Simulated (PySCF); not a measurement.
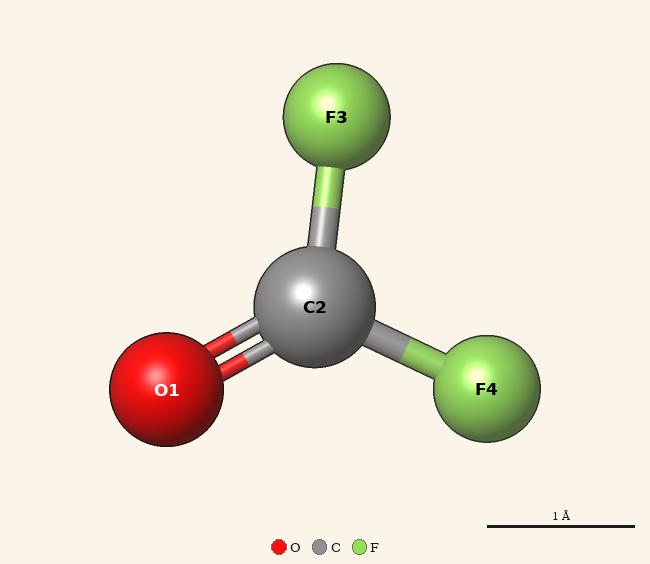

Orthographic view. Atoms fade into the background with distance from the viewer. The computed structure is the end point of a PBE0-D3(BJ)/def2-SVP optimisation. No frequency run is at hand to confirm it as a minimum.

Write a MOL file (V2000) with the atoms in numerical order, bonds sorted by atom number with the orders drawn, and coordinates in the frame of the picture: x right, y up, z towards the viewer, origin at the mean position.

```
CF2O
                    3D

  4  3  0  0  0  0  0  0  0  0999 V2000
   -1.0900   -0.6100    0.2100 O   0  0  0  0  0  0  0  0  0  0  0  0
   -0.0800   -0.0400    0.0100 C   0  0  0  0  0  0  0  0  0  0  0  0
    0.0700    1.2500   -0.0900 F   0  0  0  0  0  0  0  0  0  0  0  0
    1.0900   -0.6000   -0.1300 F   0  0  0  0  0  0  0  0  0  0  0  0
  1  2  2  0
  2  3  1  0
  2  4  1  0
M  END
```
